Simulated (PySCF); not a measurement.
# RuOH4: relaxation and vibrations of the singlet

Aim: relax RuOH4 as a singlet from a trigonal bipyramidal (ligand arrangement 2) start, check by its vibrations whether the end is a minimum, and collect its spectrum and constants.

Computed with PySCF 2.14.0. Level: PBE0, basis Ru def2-TZVP with ECP28, O def2-TZVP, H def2-TZVP, scalar-relativistic core potentials, no spin–orbit coupling, density fitting.

### 1 The starting structure

6 atoms, charge 0, spin multiplicity 1.

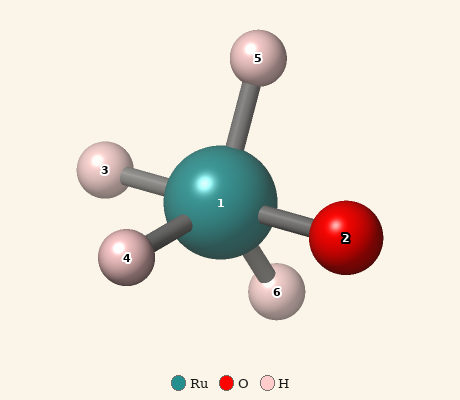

The starting geometry (ruthenium teal, oxygen red, hydrogen pink); atoms are numbered from 1 in the order of the file.

Coordinates in bohr (charge 0 multiplicity 1):
```
Ru    0.0000    0.0000    0.0000
O     0.0000    0.0000   -3.2314
H     0.0000    0.0000    2.9669
H     2.9669    0.0000    0.0000
H    -1.4834    2.5695    0.0000
H    -1.4834   -2.5695    0.0000
```

### 2 The SCF at the typed geometry

The steps below are one call of a driver around PySCF. For each, scf.py gives the equivalent set-up of the SCF; relaxations use the driver's own optimiser. After this first run the driver tries any further starts and a stability analysis.

Input file scf.py:

```python
from pyscf import gto, scf, dft
mol = gto.M(atom='''
Ru     0.000000     0.000000     0.000000
O      0.000000     0.000000    -1.710000
H      0.000000     0.000000     1.570000
H      1.570000     0.000000     0.000000
H     -0.785000     1.359700     0.000000
H     -0.785000    -1.359700     0.000000''',
    basis={'Ru': 'def2-TZVP', 'O': 'def2-TZVP', 'H': 'def2-TZVP'},
    ecp={'Ru': 'def2-TZVP'},
    charge=0, spin=0)
mf = dft.RKS(mol, xc='PBE0')
mf.grids.atom_grid = (50, 194)
aux = {'Ru': 'def2-universal-JKFIT', 'O': 'def2-universal-JKFIT', 'H': 'def2-universal-JKFIT'}
mf = mf.density_fit(auxbasis=aux)
mf.conv_tol = 1e-08
mf.diis_space = 10
mf.max_cycle = 60
mf.init_guess = 'minao'
mf.verbose = 4
mf.kernel()
```

Run with:

```
$ OMP_NUM_THREADS=4 python axn.py task.json out
```

What it wrote, cut to the lines that bear on the results:

```text
[... the frontier levels of the middle cycles are left out ...]
init E= -164.323850311665
cycle= 1 E= -171.82499174739  delta_E= -7.5  |g|= 1.38  |ddm|= 4.34
  HOMO = 0.0033969340807  LUMO = 0.00625997773819283  gap/eV = 0.07791
cycle= 2 E= -169.62288382233  delta_E=  2.2  |g|= 3.22  |ddm|= 3.35
  HOMO = -0.252356236897331  LUMO = -0.214824404014923  gap/eV = 1.02129
cycle= 3 E= -172.048998428431  delta_E= -2.43  |g|= 0.996  |ddm|= 2.84
cycle= 4 E= -172.163494596395  delta_E= -0.114  |g|= 0.647  |ddm|= 0.741
cycle= 5 E= -172.2456250104  delta_E= -0.0821  |g|= 0.0435  |ddm|= 0.323
cycle= 6 E= -172.245861604817  delta_E= -0.000237  |g|= 0.0336  |ddm|= 0.0601
cycle= 7 E= -172.246081844199  delta_E= -0.00022  |g|= 0.00971  |ddm|= 0.0246
cycle= 8 E= -172.246102238967  delta_E= -2.04e-05  |g|= 0.00253  |ddm|= 0.00506
cycle= 9 E= -172.246103722825  delta_E= -1.48e-06  |g|= 0.00108  |ddm|= 0.00199
cycle= 10 E= -172.246104083412  delta_E= -3.61e-07  |g|= 0.000313  |ddm|= 0.00142
cycle= 11 E= -172.246104132285  delta_E= -4.89e-08  |g|= 7.58e-05  |ddm|= 0.0007
cycle= 12 E= -172.24610413481  delta_E= -2.52e-09  |g|= 2.47e-05  |ddm|= 0.000117
  HOMO = -0.256188782993451  LUMO = -0.189369369507748  gap/eV = 1.81825
Extra cycle  E= -172.246104134375  delta_E= 4.35e-10  |g|= 6.05e-05  |ddm|= 5.17e-05
converged SCF energy = -172.246104134375
```

This step, with its further starts and checks, ran for 6.9 s (4 threads of Arm Neoverse V1, shared host).

Energies from each starting density:

```
                      start  energy (Eh)
    the minimal-basis guess  -172.246104
a thermally smeared density  -172.246104
      a smeared PBE density  -172.246104
```

No lower closed-shell solution turned up from the other starts or in the test of internal stability.

### 3 Trigonal bipyramidal (ligand arrangement 2) start, singlet: relaxation

The program finds C3v symmetry in the start, which this walk keeps.

Edit scf.py of step 2 so:

```diff
@@ -3,6 +3,6 @@
-Ru     0.000000     0.000000     0.000000
-O      0.000000     0.000000    -1.710000
-H      0.000000     0.000000     1.570000
-H      1.570000     0.000000     0.000000
-H     -0.785000     1.359700     0.000000
-H     -0.785000    -1.359700     0.000000''',
+Ru    -0.000000    -0.000000     0.211342
+O      0.000000     0.000000    -1.498658
+H     -0.000000    -0.000000     1.781342
+H      1.570023     0.000000     0.211342
+H     -0.785012     1.359680     0.211342
+H     -0.785012    -1.359680     0.211342''',
@@ -19 +18,0 @@
-mf.init_guess = 'minao'
```

The optimiser's trace:

| step | energy (Eh) | change (kJ/mol) | largest symmetric gradient (Eh/bohr) |
| --- | --- | --- | --- |
| 0 | -172.246105 | 0.00 | 0.04553 |
| 1 | -172.259068 | -34.03 | 0.05678 |
| 2 | -172.272122 | -68.31 | 0.03455 |
| 3 | -172.278638 | -85.41 | 0.02201 |
| 4 | -172.281776 | -93.65 | 0.01768 |
| 5 | -172.285376 | -103.11 | 0.00912 |
| 6 | -172.285894 | -104.46 | 0.00606 |
| 7 | -172.285966 | -104.65 | 0.00057 |
| 8 | -172.285968 | -104.66 | 0.00013 |

The walk took 11 s.

Positions (Å) and forces (eV/Å) along the way, with the part that breaks the symmetry left in:

```
step 0
Ru   0.000   0.000   0.211   1.807   0.000  -1.911
O    0.000   0.000  -1.499  -0.723   0.000  -2.341
H    0.000   0.000   1.781  -0.131   0.000   2.185
H    1.570   0.000   0.211   0.043   0.000   1.125
H   -0.785   1.360   0.211  -0.498  -0.406   0.471
H   -0.785  -1.360   0.211  -0.498   0.406   0.471
step 1
Ru   0.000   0.000   0.156   2.032   0.000  -2.920
O    0.000   0.000  -1.611  -0.794   0.000   0.476
H    0.000   0.000   1.794  -0.127   0.000   0.564
H    1.567   0.000   0.263  -0.083   0.000   1.081
H   -0.784   1.357   0.263  -0.515  -0.543   0.399
H   -0.784  -1.357   0.263  -0.515   0.543   0.399
step 4
Ru   0.000   0.000  -0.093   3.508   0.000   0.909
O    0.000   0.000  -1.832  -1.474   0.000   0.015
H    0.000   0.000   1.642  -0.168   0.000  -0.897
H    1.498   0.000   0.470  -0.398   0.000   0.537
H   -0.749   1.297   0.470  -0.734  -1.207  -0.282
H   -0.749  -1.297   0.470  -0.734   1.207  -0.282
step 8
Ru   0.000   0.000  -0.134   3.723   0.000   0.005
O    0.000   0.000  -1.893  -1.591   0.000   0.002
H    0.000   0.000   1.510  -0.243   0.000  -0.006
H    1.412   0.000   0.548   0.204   0.000   0.519
H   -0.706   1.223   0.548  -1.046  -0.716  -0.260
H   -0.706  -1.223   0.548  -1.046   0.716  -0.260
```

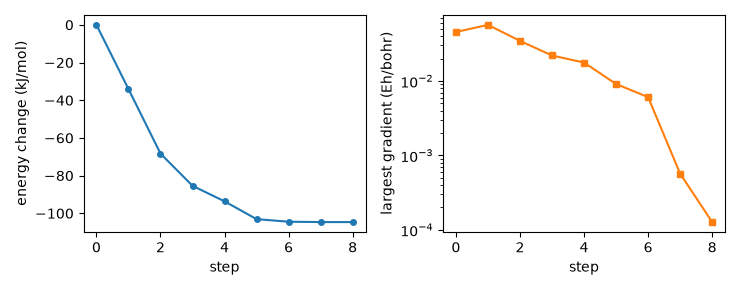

Energy and largest gradient along the walk.

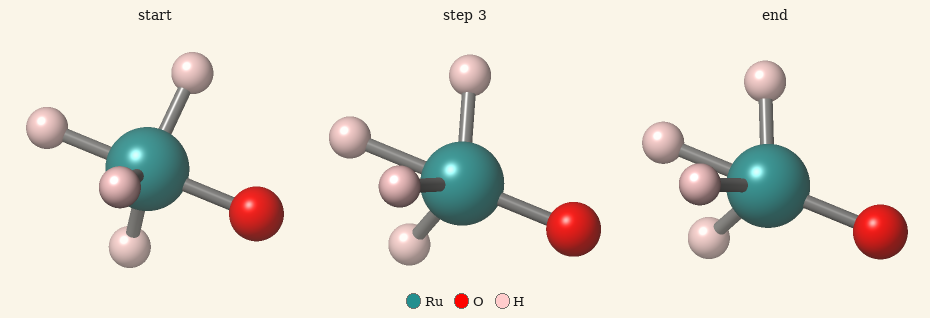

The geometry along the walk, at one scale.

It settles in C3v symmetry, 104.7 kJ/mol below the start, after 8 steps: Ru–H 1.568 Å (×3), Ru–H 1.645 Å, Ru–O 1.759 Å; H–Ru–H 64.2° (×3), H–Ru–H 102.5° (×3), H–Ru–O 115.8° (×3), H–Ru–O 180.0°. A gradient of 0.0724 Eh/bohr that breaks the symmetry is left: this electronic state wants a lower symmetry.

### 4 Relaxing without the symmetry constraint

The geometry is nudged along the force that breaks the symmetry.

The program finds Cs symmetry in the start, which may break. Threshold on the gradient: 0.0003 Eh/bohr, with a further test on the energy change.

Edit scf.py of step 3 so:

```diff
@@ -3,6 +3,6 @@
-Ru    -0.000000    -0.000000     0.211342
-O      0.000000     0.000000    -1.498658
-H     -0.000000    -0.000000     1.781342
-H      1.570023     0.000000     0.211342
-H     -0.785012     1.359680     0.211342
-H     -0.785012    -1.359680     0.211342''',
+Ru     0.015623    -0.000000     0.200225
+O     -0.084377     0.000000    -1.558608
+H     -0.053304    -0.000000     1.844028
+H      1.393262    -0.000000     0.922688
+H     -0.790256     1.172617     0.862079
+H     -0.790256    -1.172617     0.862079''',
```

The optimiser's trace:

| step | energy (Eh) | change (kJ/mol) | largest gradient (Eh/bohr) |
| --- | --- | --- | --- |
| 0 | -172.301544 | 0.00 | 0.04110 |
| 1 | -172.320743 | -50.41 | 0.02200 |
| 2 | -172.339558 | -99.81 | 0.01964 |
| 3 | -172.344297 | -112.25 | 0.02320 |
| 4 | -172.346645 | -118.41 | 0.00792 |
| 5 | -172.349943 | -127.07 | 0.02100 |
| 6 | -172.351810 | -131.97 | 0.03461 |
| 7 | -172.352610 | -134.08 | 0.04233 |
| 8 | -172.353760 | -137.09 | 0.03165 |
| 9 | -172.355082 | -140.56 | 0.01234 |
| 10 | -172.355841 | -142.56 | 0.00244 |
| 11 | -172.355934 | -142.80 | 0.00254 |
| 12 | -172.355960 | -142.87 | 0.00054 |
| 13 | -172.355975 | -142.91 | 0.00039 |
| 14 | -172.355976 | -142.91 | 0.00041 |
| 15 | -172.355977 | -142.91 | 0.00027 |

The walk took 20 s.

Geometry (Å) and forces (eV/Å) at some steps:

```
step 0
Ru   0.016   0.000   0.200   2.113   0.000  -0.792
O   -0.084   0.000  -1.559  -1.248   0.000   0.785
H   -0.053   0.000   1.844   0.037   0.000  -0.045
H    1.393   0.000   0.923   0.460   0.000   0.819
H   -0.790   1.173   0.862  -0.681  -0.727  -0.384
H   -0.790  -1.173   0.862  -0.681   0.727  -0.384
step 1
Ru   0.094   0.000   0.194   0.777   0.000  -1.044
O   -0.147   0.000  -1.536  -0.864   0.000   1.132
H    0.009   0.000   1.836   0.222   0.000   0.034
H    1.450   0.000   0.996   0.294   0.000   0.849
H   -0.857   1.083   0.822  -0.214  -0.679  -0.485
H   -0.857  -1.083   0.822  -0.214   0.679  -0.485
step 8
Ru   0.174   0.000   0.113   0.976   0.000  -1.627
O   -0.417   0.000  -1.489   0.049   0.000   0.549
H    0.487   0.000   1.820   0.136   0.000   0.194
H    1.329   0.000   1.423  -0.121   0.000   0.310
H   -0.941   0.872   0.633  -0.520   0.330   0.287
H   -0.941  -0.872   0.633  -0.520  -0.330   0.287
step 15
Ru   0.187   0.000   0.060   0.014   0.000  -0.004
O   -0.439   0.000  -1.510   0.000   0.000   0.003
H    0.525   0.000   1.827   0.002   0.000  -0.002
H    1.324   0.000   1.485  -0.007   0.000  -0.004
H   -0.953   0.862   0.635  -0.004   0.006   0.004
H   -0.953  -0.862   0.635  -0.004  -0.006   0.004
```

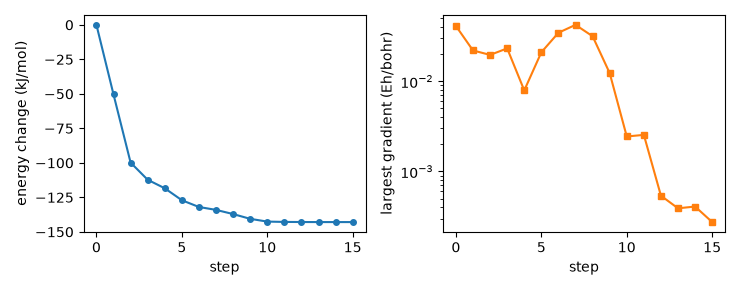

Energy and largest gradient along the walk.

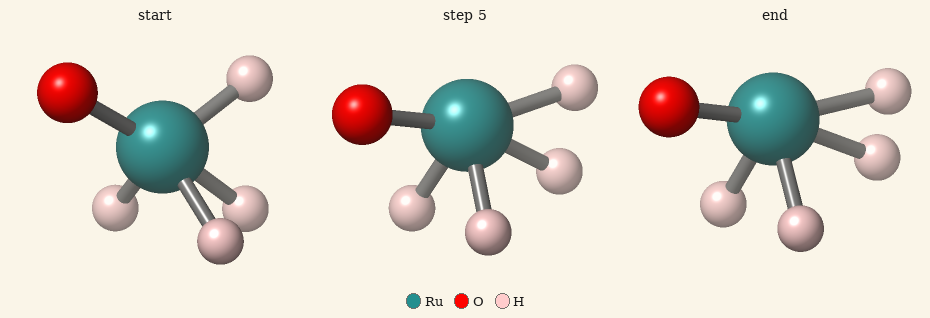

The geometry along the walk, at one scale.

End point (Cs, 15 steps, 142.9 kJ/mol gained): H–H 0.869 Å, Ru–H 1.541 Å (×2), Ru–H 1.800 Å, Ru–H 1.823 Å, Ru–O 1.690 Å; H–H–Ru 74.6°, H–H–Ru 77.6°, H–Ru–H 27.7°, H–Ru–H 68.0°, H–Ru–H 76.8° (×2), H–Ru–H 99.7° (×2).

### 5 Hessian and properties

The point is checked on the finer grid, and tightened if its gradient asks for it. The Hessian and the dipole derivatives come from central differences of analytic gradients, with steps of 0.02 bohr.

Edit scf.py of step 4 so:

```diff
@@ -3,6 +3,6 @@
-Ru     0.015623    -0.000000     0.200225
-O     -0.084377     0.000000    -1.558608
-H     -0.053304    -0.000000     1.844028
-H      1.393262    -0.000000     0.922688
-H     -0.790256     1.172617     0.862079
-H     -0.790256    -1.172617     0.862079''',
+Ru     0.089268    -0.000000     0.170306
+O     -0.537336     0.000000    -1.399453
+H      0.426254    -0.000000     1.937281
+H      1.225049    -0.000000     1.595014
+H     -1.051841     0.862603     0.746086
+H     -1.051840    -0.862603     0.746086''',
@@ -13 +13 @@
-mf.grids.atom_grid = (50, 194)
+mf.grids.atom_grid = (75, 302)
@@ -16 +16 @@
-mf.conv_tol = 1e-08
+mf.conv_tol = 1e-10
```

This SCF starts from the last density.

SCF at the final geometry:

```text
init E= -172.355977714897
  HOMO = -0.241605547301411  LUMO = -0.147065961440383  gap/eV = 2.57255
cycle= 1 E= -172.355977714757  delta_E= 1.39e-10  |g|= 2.83e-05  |ddm|= 2.05e-05
  HOMO = -0.241609441457562  LUMO = -0.147069061647347  gap/eV = 2.57257
cycle= 2 E= -172.355977712919  delta_E= 1.84e-09  |g|= 0.000103  |ddm|= 6.06e-05
  HOMO = -0.241607686554385  LUMO = -0.147068124063175  gap/eV = 2.57255
cycle= 3 E= -172.355977714872  delta_E= -1.95e-09  |g|= 1.49e-05  |ddm|= 4.69e-05
  HOMO = -0.241606685714601  LUMO = -0.147066975548704  gap/eV = 2.57256
cycle= 4 E= -172.355977714916  delta_E= -4.3e-11  |g|= 6.85e-07  |ddm|= 9.64e-06
  HOMO = -0.241606827590786  LUMO = -0.147067134208413  gap/eV = 2.57256
Extra cycle  E= -172.355977714915  delta_E= 1.71e-13  |g|= 8.59e-07  |ddm|= 1.09e-06
converged SCF energy = -172.355977714915
```

The whole step took 50 s.

Geometry: Cs; H–H 0.869 Å, Ru–H 1.542 Å (×2), Ru–H 1.799 Å, Ru–H 1.822 Å, Ru–O 1.690 Å; H–H–Ru 74.6°, H–H–Ru 77.6°, H–Ru–H 27.8°, H–Ru–H 68.0°, H–Ru–H 76.8° (×2), H–Ru–H 99.7° (×2).

Harmonic modes (main isotopes):

```csv
symmetry,ω (cm⁻¹),IR (km/mol)
a'',269i,2.9
a'',474,25.2
a',503,5.5
a',746,34.6
a'',757,35.7
a',795,51.3
a',913,7.2
a',1009,200
a',1742,14.4
a'',2241,30.0
a',2284,5.1
a',2771,340
```

With 1 mode imaginary (up to 269i cm⁻¹) this point is a saddle.

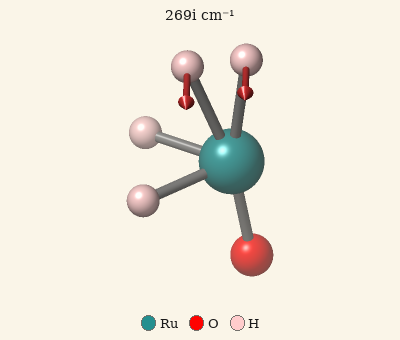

The imaginary mode, as arrows.

Properties at this point:

| Property | Result |
| --- | --- |
| Dipole moment | 3.20 D |
| Highest occupied level | -6.57 eV |
| Lowest empty level | -4.00 eV |
| Rotational constants | 3.296, 0.3441, 0.3299 cm⁻¹ |
| Zero-point energy (real modes) | 85.1 kJ/mol |
| Principal polarisabilities | 40.1, 41.3, 55.1 bohr³ |
| Atomisation energy without zero-point energy | 1415 kJ/mol |
| Principal traceless quadrupole moments about the centre of mass | -2.25, 0.72, 1.53 D Å |

Populations by atom (charges in e):

```json
{"atom": "Ru1", "Mulliken": "0.17", "Löwdin": "-0.05", "polar tensor": "0.47", "Mayer order to Ru1": "–"}
{"atom": "O2", "Mulliken": "-0.49", "Löwdin": "-0.26", "polar tensor": "-0.62", "Mayer order to Ru1": "1.90"}
{"atom": "H3", "Mulliken": "0.09", "Löwdin": "0.09", "polar tensor": "0.18", "Mayer order to Ru1": "0.37"}
{"atom": "H4", "Mulliken": "0.02", "Löwdin": "0.07", "polar tensor": "-0.01", "Mayer order to Ru1": "0.43"}
{"atom": "H5,6", "Mulliken": "0.11", "Löwdin": "0.07", "polar tensor": "-0.01", "Mayer order to Ru1": "0.93"}
```

Outer orbital energies (eV). occupied: -14.95, -11.68, -11.01, -10.66, -10.28, -10.02, -7.82, -6.57; empty: -4.00, -1.52, -1.23, 0.91.

Mulliken populations on Ru1 (outside its core potential): s 2.66, p 6.42, d 6.73, f 0.02.

[end of part 1 of 2]
